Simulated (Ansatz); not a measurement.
# ZrCdS3 in R-3c, a phase reached by a soft mode: following an unstable mode, part 3 of 3

Aim: this structure of ZrCdS3 in R-3c, a phase reached by a soft mode is to be tested for unstable modes, and one is followed downhill.

Ansatz 0.2.0; DFT PBEsol, scalar-relativistic, plane waves, PAW; PAW set soft_1.

So far. Step 5 (Energy along the mode, all amplitudes (two of the runs …): The lowest of the steps tried is at 0.45 Å, 17.5 meV/atom below the parent; the bottom of the well need not coincide with a step. Step 7 (The new phase in its own primitive cell): The largest force component left is 0.68 meV/Å and the pressure is -0.004 GPa, within the tolerances set. The cell now holds 21.65 Å³/atom.

The structure was built from a prototype and need not be the compound's stable phase.

## Step 8: Modes of the new phase

A relaxed structure may still be a saddle point, so its zone-centre modes are computed. The response to a homogeneous field gives the Born charges and the dielectric tensor.

Input file input.yaml:

```yaml
crystal:
  lattice:
    - [3.2675589594, 1.8865260448, 5.8541528338]
    - [-3.2675589594, 1.8865260448, 5.8541528338]
    - [0.0, -3.7730520896, 5.8541528338]
  atoms:
    - { symbol: Cd, position: [0.7165295979, 0.7165295979, 0.7165295979] }
    - { symbol: Cd, position: [0.2165295979, 0.2165295979, 0.2165295979] }
    - { symbol: Zr, position: [0.5173271579, 0.5173271579, 0.5173271579] }
    - { symbol: Zr, position: [0.0173271579, 0.0173271579, 0.0173271579] }
    - { symbol: S, position: [0.9006951372, 0.2771244626, 0.633282176] }
    - { symbol: S, position: [0.133282176, 0.7771244626, 0.4006951372] }
    - { symbol: S, position: [0.7771244626, 0.4006951372, 0.133282176] }
    - { symbol: S, position: [0.2771244626, 0.633282176, 0.9006951372] }
    - { symbol: S, position: [0.4006951372, 0.133282176, 0.7771244626] }
    - { symbol: S, position: [0.633282176, 0.9006951372, 0.2771244626] }
kpoints:
  mp_grid: { grid: [6, 6, 6] }
hamiltonian:
  xc: pbesol
  pseudopotentials: { kind: paw, azcp: { folder: soft_1 }, xc_functional: pbe }
scf:
  occupations: { method: fixed }
output:
  eigenvalues: true
phonons:
  method: dfpt
  dielectric: true
  rigid_motions: translations
```

Launch:

```
ansatz run input.yaml --threads 8 --pin off --max-ram 16384MiB --backend cpu --events-out ev --progress --plain --runs-dir out
```

Numbers of over 12 decimals in the logs are rounded to 6 here.

Output:

```text
[...]
Crystal: 10 atoms, lattice volume = 216.522 Å³
Basis set: ecut = 420 eV, 4219 PW (Γ), exchange–correlation on 96×96×96 points (8 copies of the dense FFT grid, shifted against one another)
Bands: 60, of which v1, the nominal top of the filled ones, is band 50 counted from 1 (49 counted from 0)
Symmetry: 6 space group operations
k-points: 112 of 216 (irreducible under 1 space group operation, time reversal used)
[...]
SCF iter   1: F=—  HF=-29946.852691 eV  |F-HF|=—  |Δ(HF+E_count)|=         —  Δρ=3.41e-2  dr2=3.72e0  ethr=3.10e-3  ⟨swp⟩=5.5  Hψ=24138  notcnv=0  defer=862
[...]
SCF iter  12: F=-29945.869952 eV  HF=-29945.869952 eV  |F-HF|=3.64e-12  |Δ(HF+E_count)|=  1.06e-10  Δρ=6.70e-8  dr2=1.12e-11  ethr=1.00e-12  ⟨swp⟩=16.5  Hψ=43933  notcnv=0
SCF 1 converged in 12 iterations: F = -29945.869952 eV  dr2 = 1.12e-11
[...]
NSCF: frozen V_eff on 6 k-points
[...]
Bands: 51, of which v1, the nominal top of the filled ones, is band 50 counted from 1 (49 counted from 0)
k-points: 60 of 512 (time reversal used)
[...]
Eigensolver: Dense (60 Hₖ)
SCF iter   1: F=—  HF=-29945.620710 eV  |F-HF|=—  |Δ(HF+E_count)|=         —  Δρ=4.41e-4  dr2=1.77e-4  ethr=1.00e-1
[...]
SCF iter   5: F=-29945.620734 eV  HF=-29945.620734 eV  |F-HF|=1.52e-8  |Δ(HF+E_count)|=   1.91e-7  Δρ=2.61e-6  dr2=2.57e-8  ethr=4.99e-10
SCF 1 converged in 5 iterations: F = -29945.620734 eV  dr2 = 2.57e-8
[...]
SCF converged after 12 iterations
Free energy (F): -29945.869952 eV
[...]
Internal energy: -29945.869952 eV  (E = F + TS)
E sigma→0 (E₀):  -29945.869952 eV
Fermi energy:    7.918569 eV
[...]
--- Band table (eV; the first three rows and the last of 112) ---
  k-point 0: bands = [... 46 lower, 7.5982, 7.8991, 7.8991, 7.9112, 9.2260, 9.2502, 9.2502, 10.4167, ... 6 higher]
  k-point 1: bands = [... 46 lower, 7.5874, 7.6256, 7.7330, 7.8663, 9.3699, 9.5000, 9.5505, 10.4970, ... 6 higher]
  k-point 2: bands = [... 46 lower, 7.3996, 7.4160, 7.6856, 7.7678, 9.6082, 9.7439, 9.9686, 10.3868, ... 6 higher]
  k-point 111: bands = [... 46 lower, 7.5556, 7.5556, 7.5556, 7.5556, 9.8701, 9.8701, 10.6943, 10.6943, ... 6 higher]
[...]
ASR residual: 4.573e-5 → 0.000e0 eV/Å²; symmetrization residual: 8.616e-6 eV/Å²
[...]
ε∞ (high-frequency dielectric tensor):
       11.341639    -0.000000    -0.000000
       -0.000000    11.341639     0.000000
        0.000000     0.000000    11.811322
  ε⁰ (static dielectric tensor: ions relaxed, cell fixed):
       74.068042     0.000000    -0.000000
        0.000000    74.068042    -0.000000
       -0.000000    -0.000000   107.812804
  ε⁰ − ε∞ (ionic part):
       62.726403     0.000000    -0.000000
        0.000000    62.726403    -0.000000
       -0.000000    -0.000000    96.001482
[...]
Born effective charges Z* (e; rows j = field, columns β = displacement):
    site 0:
         2.77658   -0.01908   -0.00000
         0.01908    2.77658    0.00000
        -0.00000    0.00000    2.47897
    site 1:
         2.77658    0.01908   -0.00000
        -0.01908    2.77658    0.00000
         0.00000    0.00000    2.47897
    site 2:
         7.22055    0.99374   -0.00000
        -0.99374    7.22055    0.00000
         0.00000    0.00000    8.07181
    site 3:
         7.22055   -0.99374   -0.00000
         0.99374    7.22055    0.00000
        -0.00000    0.00000    8.07181
    site 4:
        -3.74332    0.69691   -1.47502
         0.84187   -2.92143    1.24003
        -1.68907    1.57190   -3.51693
    site 5:
        -3.79321    0.81306   -1.81141
         0.66810   -2.87154    0.65739
        -2.20584    0.67683   -3.51693
    site 6:
        -3.74332   -0.69691    1.47502
        -0.84187   -2.92143    1.24003
         1.68907    1.57190   -3.51693
    site 7:
        -3.79321   -0.81306    1.81141
        -0.66810   -2.87154    0.65739
         2.20584    0.67683   -3.51693
    site 8:
        -2.46059    0.10128    0.33639
        -0.04368   -4.20416   -1.89742
         0.51677   -2.24873   -3.51693
    site 9:
        -2.46059   -0.10128   -0.33639
         0.04368   -4.20416   -1.89742
        -0.51677   -2.24873   -3.51693
  Z* charge neutrality: 1.917e-2 e pre-enforcement
[...]
optical modes at Γ without the LO–TO term, one row a degenerate level:
      ω (cm⁻¹)  modes    IR ((D/Å)²/amu)
         44.86      2            15.7435
[...]
optical modes at Γ + LO–TO along q̂ = [1.0000, 0.0000, 0.0000]:
      ω (cm⁻¹)  modes    IR ((D/Å)²/amu)
[...]
optical modes at Γ + LO–TO along q̂ = [0.0000, 1.0000, 0.0000]:
      ω (cm⁻¹)  modes    IR ((D/Å)²/amu)
[...]
optical modes at Γ + LO–TO along q̂ = [0.0000, 0.0000, 1.0000]:
      ω (cm⁻¹)  modes    IR ((D/Å)²/amu)
[...]
161.49      1             6.8648
        162.30      1             0.0000
        170.69      2            16.9628
        202.57      1             0.0000
        217.30      2            58.2231
        237.37      2            19.8130
        250.06      1             1.0466
        267.12      1             0.0000
        294.21      2             7.9436
        300.55      2            35.4650
        369.64      1           103.8449
        392.49      1             0.0000
```

Run time: 4.8 min. Hardware: 8 threads of AMD EPYC 7B13 (Zen 3), shared host; peak memory 5.7 GiB; 34 min of CPU time.

Numbers from this step:

| Item | Value |
| --- | --- |
| sum-rule residual before enforcement | 4.57e-5 eV/Å² |
| miss of the charge sum rule | 0.01917 e |
| estimated error of the dielectric tensor | 0.05472 |
| estimated error of the Born charges | 0.07470 e |
| point group | 3m |
| highest optical mode at the zone centre (no LO-TO term) | 392.5 cm⁻¹ |
| lowest optical zone-centre mode | 44.86 cm⁻¹ |
| mean high-frequency dielectric constant | 11.50 |
| largest Born charge (third of the trace) | 7.504 e |
| mean static dielectric constant | 85.32 |
| top of the zone-centre spectrum with the field | 392.5 cm⁻¹ |

Patterns of degenerate modes are one choice out of their space. The modes at Γ (shares of kinetic energy by element, %):

```csv
mode,frequency (cm⁻¹),symmetry,Cd %,Zr %,S %
1,0.0,acoustic,38,30,32
2,0.0,acoustic,37,30,32
3,0.0,acoustic,37,30,32
4,44.9,E,30,59,12
5,44.9,E,30,59,12
6,51.9,A2,86,10,4
7,55.0,A1,32,60,8
8,82.8,E,76,8,16
9,82.8,E,76,8,16
10,92.9,A1,29,4,67
11,101.5,E,15,1,84
12,101.5,E,15,1,84
13,109.3,E,5,1,94
14,109.3,E,5,1,94
15,162.3,A2,8,6,86
16,170.7,E,27,40,33
17,170.7,E,27,40,33
18,202.6,A2,6,67,27
19,217.3,E,2,52,46
20,217.3,E,2,52,46
21,235.8,A1,1,2,98
22,237.4,E,5,2,93
23,237.4,E,5,2,93
24,262.2,A1,1,5,95
25,267.1,A2,0,17,82
26,294.2,E,1,1,99
27,294.2,E,1,1,99
28,300.6,E,2,6,92
29,300.6,E,2,6,92
30,392.5,A2,0,0,100
```

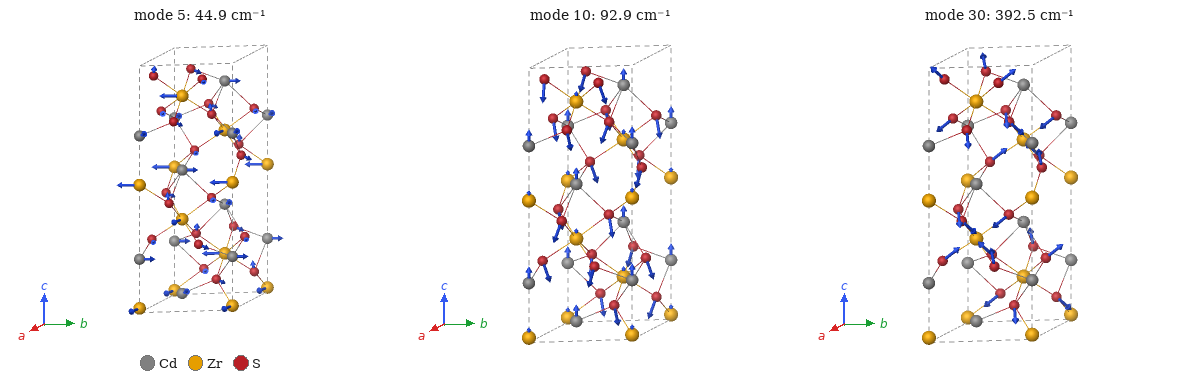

Displacement patterns of modes 5, 10 and 30 at Γ; arrows are exaggerated. Bonds to atoms that aren't drawn are left out. Some periodic images of atoms are drawn too.

Optical modes at the zone centre, without and with the macroscopic field of the longitudinal modes; each column is sorted by frequency, so a row need not hold one and the same mode. Modes with and without the field, by row:

```csv
rank among optical modes,no field (cm⁻¹),"q along (1, 0, 0) (cm⁻¹)","q along (0, 0, 1) (cm⁻¹)"
1,44.9,44.9,44.9
2,44.9,51.9,44.9
3,51.9,55,51.9
4,55,61.8,63.9
5,82.8,82.8,82.8
6,82.8,82.9,82.8
7,92.9,92.9,101.5
8,101.5,101.5,101.5
9,101.5,105.8,109.3
10,109.3,109.3,109.3
11,109.3,125.1,161.5
12,162.3,162.3,162.3
13,170.7,170.7,170.7
14,170.7,178.8,170.7
15,202.6,202.6,202.6
16,217.3,217.3,217.3
17,217.3,231.5,217.3
18,235.8,235.8,237.4
19,237.4,237.4,237.4
20,237.4,262.2,250.1
21,262.2,267.1,267.1
22,267.1,267.5,294.2
23,294.2,294.2,294.2
24,294.2,295.4,300.6
25,300.6,300.6,300.6
26,300.6,369.2,369.6
27,392.5,392.5,392.5
```

Born charge (rows field, columns displacement) (e), principal values of the symmetric part by kind of site:

```csv
atom,atoms with these values,low,middle,high,mean
Cd1,2,2.48,2.78,2.78,2.68
Zr3,2,7.22,7.22,8.07,7.50
S5,6,-5.99,-2.55,-1.64,-3.39
```

In full for S5:

```
-3.74  0.70 -1.48
 0.84 -2.92  1.24
-1.69  1.57 -3.52
```

High-frequency dielectric tensor:

```
11.34  0.00  0.00
 0.00 11.34  0.00
 0.00  0.00 11.81
```

Static dielectric tensor (ions relaxed, fixed cell):

```
 74.1   0.0   0.0
  0.0  74.1   0.0
  0.0   0.0 107.8
```

Transverse modes. Infrared lines, with heights relative to the strongest:

| position (cm⁻¹) | relative intensity |
| --- | --- |
| 45 | 27 |
| 52 | 0.0 |
| 55 | 21 |
| 83 | 0.3 |
| 93 | 71 |
| 102 | 26 |
| 109 | 16 |
| 162 | 0.0 |
| 171 | 29 |
| 203 | 0.0 |
| 217 | 100 |
| 236 | 54 |
| 237 | 34 |
| 262 | 46 |
| 267 | 0.0 |
| 294 | 14 |
| 301 | 61 |
| 392 | 0.0 |

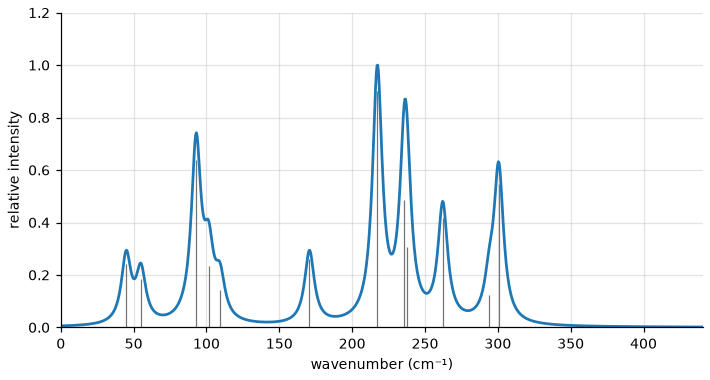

The infrared spectrum, broadened with Lorentzians of width 8 cm⁻¹; bars mark the lines.

Before it was imposed, the acoustic sum rule was missed by 4.6e-5 eV/Å² and the charge sum rule by 0.019 e. Small misses are needed for a sound result but don't prove that mesh and cutoff are converged. The lowest optical mode is real, 44.9 cm⁻¹.

The log warns of the k mesh: “the force constants stand on the 6×6×6 k-mesh, whose period is 13.16 times the interband length at k = (0.0000, 0.0000, 0.0000), direct gap 1.315 eV, under 14: take them and everything formed from them as unconverged”.

## Step 9: The phases reached

The phases reached along the modes that were followed are set side by side.

Energies are those of the first relaxation, on the mesh of the frozen mode; space group, volume and gap are those of the last relaxation. Phases, by row:

| mode frozen in | space group | energy from parent (meV/atom) | volume (Å³/atom) | gap on mesh (eV) | lowest zone-centre optical mode (cm⁻¹) | largest shift (Å) |
| --- | --- | --- | --- | --- | --- | --- |
| parent | R-3c | 0 | 21.93 | 0.927 | – | – |
| q = (0, 0, 0), 46i cm⁻¹ | R3c | -25.55 | 21.65 | 1.307 | 44.9 | 0.746 |

## Step 10: Summary of results

* unstable mode of the parent: q = (0, 0, 0), 46i cm⁻¹
* depth at the lowest point sampled: 17.5 meV/atom
* largest atomic shift at that point: 0.45 Å
* space group reached (within 0.01 Å): R3c
* energy gained over the parent (first relaxation, on the mesh of the frozen mode): 25.6 meV/atom
* volume per atom, phase reached: 21.7 Å³
* gap on the k-mesh, phase reached: 1.31 eV
* lowest optical zone-centre mode, phase reached: 44.9 cm⁻¹
* highest optical mode at the zone centre (no LO-TO term), phase reached: 392 cm⁻¹

Along this mode the structure falls into R3c, 25.6 meV/atom below the parent. At the parent's cell the well is 17.52 meV/atom deep on the steps tried, with its lowest point at a shift of 0.45 Å. Relaxing atoms and cell changes the gain by +8.04 meV/atom against the lowest step (energies at zero smearing). The new phase has no imaginary mode at the zone centre of its cell; other wavevectors were not checked. Each path keeps the symmetry of its pattern, so a lower phase may lie along a pattern not tried. With the field response the log warns that the k mesh is coarse for the force constants too, so the frequencies may not be converged. The PAW files were made for PBE and serve the other functionals too. The starting cell was built on a prototype and not taken from a measurement, so the phase need not exist.

[Logs are printed without paths, hosts, clocks, repeated set-up lines and the standing remarks that a program may print on its own settings, such as how far it seeks lower states.]

[Hosts, paths, dates, database ids (printed as entryN), source tags and the programs' standing remarks are cut or masked in the printed files.]
